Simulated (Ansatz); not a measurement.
Geometry relaxation, with input and output: Si₂H₅O (part 2 of 2)

The same run, continued: Si₂H₅O, multiplicity 2; HF/6-31G*, UHF (Ansatz 0.2.0). The geometry comes from this level: PBE0-D4/def2-TZVP.

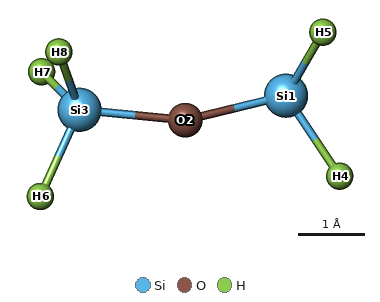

*The geometry at step 21 of the log (ball-and-stick view, seen at a tilt; atoms are numbered from 1 in the order of the input).*

## Trajectory as extended XYZ, continued
```
8
Properties=species:S:1:pos:R:3:forces:R:3 step=10 energy=-17840.74802 accepted=F
Si   -1.2999    0.9584   -0.8988    0.2048   0.0048   0.1053
O    -0.1578   -0.0261   -0.2562   -0.0059   0.0303   0.0617
Si    0.8106   -0.7303    0.8596   -0.1183   0.1312  -0.0827
H    -1.8840    0.3214   -2.0947    0.0039  -0.0102  -0.0245
H    -0.7028    2.2677   -1.2693   -0.0497  -0.1340   0.0284
H     1.1773   -2.0805    0.4046    0.0022  -0.0138  -0.0155
H     0.1080   -0.8352    2.1565    0.0383   0.0236  -0.0672
H     2.0408    0.0676    1.0425   -0.0753  -0.0319  -0.0056
8
Properties=species:S:1:pos:R:3:forces:R:3 step=11 energy=-17840.74946 accepted=F
Si   -1.3048    0.9576   -0.8892    0.1033  -0.0471  -0.0937
O    -0.2381   -0.0941   -0.2368   -0.0532  -0.0037   0.0256
Si    0.7913   -0.7298    0.8552    0.0398   0.0317  -0.0169
H    -1.8694    0.3605   -2.1177   -0.0396   0.0219   0.0302
H    -0.6171    2.2220   -1.2327   -0.0379   0.0239   0.0223
H     1.2095   -2.0684    0.4078   -0.0101  -0.0025   0.0092
H     0.1385   -0.8355    2.1728   -0.0056  -0.0117   0.0095
H     1.9823    0.1306    0.9846    0.0033  -0.0125   0.0139
8
Properties=species:S:1:pos:R:3:forces:R:3 step=12 energy=-17840.75051
Si   -1.3000    0.9565   -0.8977    0.0117   0.0015   0.0112
O    -0.2468   -0.0988   -0.2305    0.0048  -0.0002   0.0025
Si    0.7924   -0.7289    0.8568   -0.0175   0.0064  -0.0003
H    -1.8748    0.3647   -2.1220   -0.0024  -0.0022  -0.0054
H    -0.6152    2.2245   -1.2333   -0.0043  -0.0043   0.0003
H     1.2101   -2.0670    0.4087    0.0041  -0.0048  -0.0032
H     0.1448   -0.8413    2.1773    0.0012   0.0040  -0.0053
H     1.9817    0.1333    0.9848    0.0024  -0.0004   0.0003
8
Properties=species:S:1:pos:R:3:forces:R:3 step=13 energy=-17840.74910 accepted=F
Si   -1.2955    0.9535   -0.8958    0.1504  -0.0024   0.1180
O    -0.1675   -0.0558   -0.2699   -0.0255   0.0261   0.0526
Si    0.8068   -0.7298    0.8573   -0.1120   0.0880  -0.0842
H    -1.8937    0.3411   -2.0958   -0.0040  -0.0215  -0.0461
H    -0.6794    2.2547   -1.2496   -0.0312  -0.0710   0.0059
H     1.1920   -2.0783    0.4189    0.0086  -0.0537  -0.0167
H     0.1052   -0.8278    2.1546    0.0340   0.0298  -0.0549
H     2.0242    0.0853    1.0244   -0.0204   0.0046   0.0254
8
Properties=species:S:1:pos:R:3:forces:R:3 step=14 energy=-17840.75062
Si   -1.2989    0.9552   -0.8955    0.0156  -0.0036   0.0014
O    -0.2245   -0.0872   -0.2418   -0.0051   0.0027   0.0000
Si    0.7960   -0.7295    0.8559    0.0003   0.0095  -0.0032
H    -1.8784    0.3580   -2.1155   -0.0011   0.0015   0.0012
H    -0.6340    2.2324   -1.2359   -0.0058  -0.0054   0.0020
H     1.2050   -2.0717    0.4111   -0.0025  -0.0002   0.0020
H     0.1336   -0.8339    2.1698    0.0013  -0.0014  -0.0044
H     1.9934    0.1197    0.9960   -0.0026  -0.0032   0.0010
8
Properties=species:S:1:pos:R:3:forces:R:3 step=15 energy=-17840.75066
Si   -1.2982    0.9539   -0.8941    0.0118  -0.0057  -0.0056
O    -0.2102   -0.0796   -0.2488   -0.0051   0.0063  -0.0021
Si    0.7989   -0.7291    0.8550   -0.0006  -0.0028   0.0008
H    -1.8795    0.3538   -2.1120   -0.0011   0.0012   0.0042
H    -0.6473    2.2374   -1.2369   -0.0033  -0.0019   0.0034
H     1.1997   -2.0751    0.4137    0.0013   0.0047  -0.0007
H     0.1271   -0.8296    2.1643    0.0015   0.0027   0.0008
H     2.0016    0.1113    1.0028   -0.0046  -0.0045  -0.0008
8
Properties=species:S:1:pos:R:3:forces:R:3 step=16 energy=-17840.75067
Si   -1.2973    0.9530   -0.8944    0.0040  -0.0043   0.0066
O    -0.2031   -0.0761   -0.2526   -0.0038   0.0036  -0.0012
Si    0.7997   -0.7294    0.8548    0.0015   0.0040  -0.0029
H    -1.8802    0.3514   -2.1105    0.0020   0.0016  -0.0011
H    -0.6539    2.2404   -1.2359   -0.0010  -0.0028  -0.0015
H     1.1978   -2.0763    0.4145   -0.0019  -0.0009   0.0010
H     0.1241   -0.8261    2.1624    0.0000  -0.0010  -0.0012
H     2.0052    0.1061    1.0057   -0.0008  -0.0002   0.0003
8
Properties=species:S:1:pos:R:3:forces:R:3 step=17 energy=-17840.75067
Si   -1.2977    0.9525   -0.8940    0.0039  -0.0019   0.0010
O    -0.2026   -0.0759   -0.2528   -0.0023   0.0024   0.0005
Si    0.7999   -0.7293    0.8548    0.0003   0.0012  -0.0020
H    -1.8790    0.3517   -2.1113   -0.0004  -0.0008  -0.0005
H    -0.6554    2.2404   -1.2351   -0.0004  -0.0003   0.0010
H     1.1970   -2.0767    0.4151   -0.0010  -0.0012   0.0004
H     0.1242   -0.8253    2.1624    0.0003   0.0001  -0.0008
H     2.0059    0.1054    1.0052   -0.0004   0.0006   0.0004
8
Properties=species:S:1:pos:R:3:forces:R:3 step=18 energy=-17840.75068
Si   -1.2983    0.9518   -0.8946   -0.0032   0.0019   0.0002
O    -0.2030   -0.0749   -0.2517    0.0013  -0.0008  -0.0006
Si    0.8000   -0.7291    0.8547    0.0011  -0.0008   0.0018
H    -1.8761    0.3510   -2.1135    0.0008  -0.0002  -0.0006
H    -0.6578    2.2413   -1.2329    0.0003  -0.0002  -0.0002
H     1.1947   -2.0774    0.4153   -0.0003   0.0002  -0.0001
H     0.1255   -0.8239    2.1630    0.0002   0.0001  -0.0001
H     2.0070    0.1043    1.0038   -0.0003  -0.0002  -0.0004
8
Properties=species:S:1:pos:R:3:forces:R:3 step=19 energy=-17840.75068
Si   -1.2992    0.9505   -0.8950   -0.0069   0.0046  -0.0027
O    -0.2014   -0.0726   -0.2514    0.0039  -0.0039   0.0005
Si    0.8004   -0.7290    0.8547    0.0021  -0.0016   0.0028
H    -1.8717    0.3495   -2.1164    0.0005   0.0001  -0.0003
H    -0.6631    2.2431   -1.2296    0.0003   0.0007  -0.0003
H     1.1911   -2.0787    0.4160   -0.0003   0.0004   0.0002
H     0.1265   -0.8210    2.1635    0.0001  -0.0003   0.0002
H     2.0097    0.1012    1.0022    0.0003   0.0000  -0.0004
8
Properties=species:S:1:pos:R:3:forces:R:3 step=20 energy=-17840.75068
Si   -1.3012    0.9480   -0.8958   -0.0082   0.0064  -0.0059
O    -0.1977   -0.0682   -0.2513    0.0054  -0.0056   0.0017
Si    0.8013   -0.7288    0.8547    0.0019  -0.0031   0.0023
H    -1.8635    0.3468   -2.1219    0.0007   0.0009   0.0012
H    -0.6742    2.2470   -1.2231   -0.0003   0.0000   0.0000
H     1.1839   -2.0814    0.4178    0.0001   0.0013   0.0002
H     0.1282   -0.8153    2.1643    0.0002   0.0003   0.0005
H     2.0154    0.0948    0.9996    0.0002  -0.0001  -0.0001
8
Properties=species:S:1:pos:R:3:forces:R:3 step=21 energy=-17840.75068 accepted=F
Si   -1.3027    0.9465   -0.8963    0.0131  -0.0068  -0.0007
O    -0.1945   -0.0664   -0.2526   -0.0065   0.0075   0.0002
Si    0.8022   -0.7287    0.8548   -0.0044  -0.0010  -0.0063
H    -1.8590    0.3462   -2.1258    0.0006   0.0010   0.0042
H    -0.6818    2.2498   -1.2189   -0.0022  -0.0045   0.0029
H     1.1796   -2.0836    0.4203    0.0013   0.0016  -0.0005
H     0.1290   -0.8115    2.1647    0.0003   0.0032  -0.0003
H     2.0194    0.0907    0.9979   -0.0023  -0.0010   0.0005
8
Properties=species:S:1:pos:R:3:forces:R:3 step=22 energy=-17840.75069
Si   -1.3019    0.9472   -0.8961    0.0004   0.0007  -0.0024
O    -0.1964   -0.0675   -0.2519    0.0000  -0.0007   0.0002
Si    0.8016   -0.7289    0.8547    0.0006   0.0008  -0.0004
H    -1.8613    0.3467   -2.1239    0.0004   0.0004   0.0016
H    -0.6777    2.2482   -1.2208   -0.0006  -0.0011   0.0010
H     1.1821   -2.0825    0.4188   -0.0005   0.0006   0.0005
H     0.1287   -0.8130    2.1646   -0.0002  -0.0005  -0.0003
H     2.0171    0.0928    0.9987   -0.0001  -0.0003  -0.0003
8
Properties=species:S:1:pos:R:3:forces:R:3 step=23 energy=-17840.75069 accepted=F
Si   -1.3036    0.9448   -0.8970    0.0002   0.0017  -0.0034
O    -0.1932   -0.0637   -0.2518    0.0003  -0.0011   0.0003
Si    0.8023   -0.7287    0.8547    0.0013  -0.0004  -0.0011
H    -1.8536    0.3443   -2.1292    0.0015   0.0024   0.0030
H    -0.6877    2.2517   -1.2144   -0.0019  -0.0035   0.0003
H     1.1755   -2.0849    0.4206   -0.0007   0.0017   0.0010
H     0.1302   -0.8075    2.1654    0.0004  -0.0001  -0.0003
H     2.0223    0.0870    0.9959   -0.0011  -0.0006   0.0003
8
Properties=species:S:1:pos:R:3:forces:R:3 step=24 energy=-17840.75069 accepted=F
Si   -1.3021    0.9467   -0.8965    0.0012  -0.0017   0.0037
O    -0.1958   -0.0673   -0.2522   -0.0011   0.0018  -0.0014
Si    0.8018   -0.7288    0.8547   -0.0020  -0.0008  -0.0007
H    -1.8602    0.3465   -2.1249    0.0011   0.0003  -0.0006
H    -0.6794    2.2489   -1.2192    0.0001  -0.0009  -0.0007
H     1.1809   -2.0830    0.4197    0.0008  -0.0001  -0.0007
H     0.1288   -0.8121    2.1645    0.0004   0.0014   0.0003
H     2.0181    0.0920    0.9979   -0.0004   0.0000   0.0001
8
Properties=species:S:1:pos:R:3:forces:R:3 step=25 energy=-17840.75069
Si   -1.3020    0.9469   -0.8962    0.0011  -0.0005   0.0003
O    -0.1963   -0.0676   -0.2520   -0.0005   0.0000  -0.0002
Si    0.8016   -0.7288    0.8547   -0.0003   0.0002  -0.0003
H    -1.8606    0.3467   -2.1245   -0.0002  -0.0001  -0.0002
H    -0.6784    2.2484   -1.2199   -0.0002   0.0002   0.0002
H     1.1816   -2.0827    0.4193    0.0000  -0.0002   0.0000
H     0.1288   -0.8124    2.1646    0.0001   0.0002   0.0001
H     2.0175    0.0925    0.9981   -0.0001   0.0001   0.0001
8
Properties=species:S:1:pos:R:3:forces:R:3 step=26 energy=-17840.75069
Si   -1.3024    0.9462   -0.8965    0.0008  -0.0010   0.0024
O    -0.1958   -0.0673   -0.2523   -0.0008   0.0004  -0.0011
Si    0.8018   -0.7288    0.8546   -0.0007   0.0006   0.0006
H    -1.8587    0.3466   -2.1260    0.0000  -0.0001  -0.0010
H    -0.6806    2.2491   -1.2177    0.0002   0.0004  -0.0004
H     1.1802   -2.0834    0.4201    0.0003  -0.0002  -0.0003
H     0.1293   -0.8108    2.1648    0.0000   0.0002   0.0001
H     2.0185    0.0914    0.9971    0.0002  -0.0001  -0.0003
8
Properties=species:S:1:pos:R:3:forces:R:3 step=27 energy=-17840.75069
Si   -1.3032    0.9450   -0.8969    0.0014  -0.0012   0.0024
O    -0.1950   -0.0667   -0.2525   -0.0014   0.0009  -0.0014
Si    0.8020   -0.7287    0.8545   -0.0005  -0.0002   0.0005
H    -1.8555    0.3464   -2.1286   -0.0001  -0.0003  -0.0010
H    -0.6843    2.2503   -1.2143    0.0002   0.0004  -0.0003
H     1.1778   -2.0845    0.4215    0.0003  -0.0003  -0.0004
H     0.1301   -0.8082    2.1652    0.0002   0.0006   0.0000
H     2.0203    0.0895    0.9952   -0.0001   0.0001   0.0001
8
Properties=species:S:1:pos:R:3:forces:R:3 step=28 energy=-17840.75069
Si   -1.3034    0.9446   -0.8969    0.0007  -0.0009   0.0022
O    -0.1952   -0.0673   -0.2528   -0.0013   0.0007  -0.0013
Si    0.8020   -0.7288    0.8544    0.0000  -0.0002   0.0003
H    -1.8547    0.3468   -2.1295    0.0000  -0.0001  -0.0009
H    -0.6848    2.2503   -1.2128    0.0003   0.0004  -0.0004
H     1.1775   -2.0848    0.4221    0.0001  -0.0004  -0.0002
H     0.1304   -0.8072    2.1653    0.0003   0.0004   0.0000
H     2.0204    0.0894    0.9943   -0.0001   0.0002   0.0003
8
Properties=species:S:1:pos:R:3:forces:R:3 step=29 energy=-17840.75069
Si   -1.3039    0.9429   -0.8969   -0.0017   0.0013  -0.0020
O    -0.1974   -0.0715   -0.2541    0.0008  -0.0013   0.0002
Si    0.8017   -0.7288    0.8540    0.0005  -0.0006   0.0007
H    -1.8524    0.3496   -2.1330    0.0000   0.0002   0.0006
H    -0.6846    2.2498   -1.2068    0.0000   0.0003   0.0001
H     1.1776   -2.0859    0.4251    0.0002   0.0002   0.0002
H     0.1316   -0.8037    2.1659    0.0002  -0.0001   0.0001
H     2.0196    0.0907    0.9901    0.0001  -0.0001   0.0000
8
Properties=species:S:1:pos:R:3:forces:R:3 step=30 energy=-17840.75069
Si   -1.3040    0.9425   -0.8970   -0.0024   0.0016  -0.0012
O    -0.1985   -0.0735   -0.2547    0.0012  -0.0014   0.0008
Si    0.8014   -0.7289    0.8538    0.0017  -0.0004   0.0000
H    -1.8522    0.3509   -2.1340    0.0003   0.0001   0.0003
H    -0.6837    2.2494   -1.2050    0.0002  -0.0001   0.0000
H     1.1783   -2.0860    0.4262   -0.0006  -0.0002   0.0001
H     0.1320   -0.8029    2.1661   -0.0002  -0.0001  -0.0002
H     2.0188    0.0915    0.9886   -0.0002   0.0005   0.0002
8
Properties=species:S:1:pos:R:3:forces:R:3 step=31 energy=-17840.75069
Si   -1.3041    0.9421   -0.8970   -0.0010   0.0010  -0.0007
O    -0.1992   -0.0748   -0.2550    0.0009  -0.0008   0.0007
Si    0.8014   -0.7289    0.8537   -0.0001  -0.0001  -0.0002
H    -1.8518    0.3517   -2.1348    0.0000   0.0000   0.0000
H    -0.6833    2.2492   -1.2036    0.0000  -0.0001   0.0000
H     1.1784   -2.0863    0.4270    0.0001   0.0000   0.0000
H     0.1323   -0.8022    2.1662    0.0001   0.0001   0.0001
H     2.0185    0.0922    0.9876    0.0000  -0.0001   0.0001
```

This output came from the following input.

## Input
```yaml
crystal:
  periodic: [false, false, false]
  atoms:
    - {symbol: Si, position_ang: [-1.281200, 0.933000, -0.865900]}
    - {symbol: O, position_ang: [-0.352300, -0.279200, -0.276900]}
    - {symbol: Si, position_ang: [0.765000, -0.723000, 0.835900]}
    - {symbol: H, position_ang: [-1.902800, 0.458100, -2.133600]}
    - {symbol: H, position_ang: [-0.440600, 2.142000, -1.118700]}
    - {symbol: H, position_ang: [1.291900, -2.054600, 0.453100]}
    - {symbol: H, position_ang: [0.138100, -0.799300, 2.180400]}
    - {symbol: H, position_ang: [1.874100, 0.266000, 0.869800]}
basis:
  gaussian: {orbitals: "6-31G*"}
magnetization: {spin_polarized: true, initial_magnetization: 1}
hamiltonian: {xc: hf}
relax: {f_tol: 0.002}
output: {orbitals: {seedname: orbitals}}
```

Run as:
```bash
ansatz run run.yaml --threads 1 --pin off --max-ram 3480MiB --events-out events.jsonl --progress --plain --runs-dir runs
```

## Results in brief

| quantity | value |
| --- | --- |
| outcome | converged |
| total energy | −655.635495 hartree |
| basis functions | 63 |
| largest force | 0.002 eV/Å |
| ⟨S²⟩ | 0.752 |
| SCF solution under orbital rotations | stable |
| HOMO (either spin) | −8.82 eV |
| LUMO (either spin) | 1.66 eV |
| dipole moment | 0.45 D |
| hardware | 1 thread of Arm Neoverse N1, 112 GiB of memory available, shared host |
| wall time | 55 s |
| peak memory | 0.12 GiB |
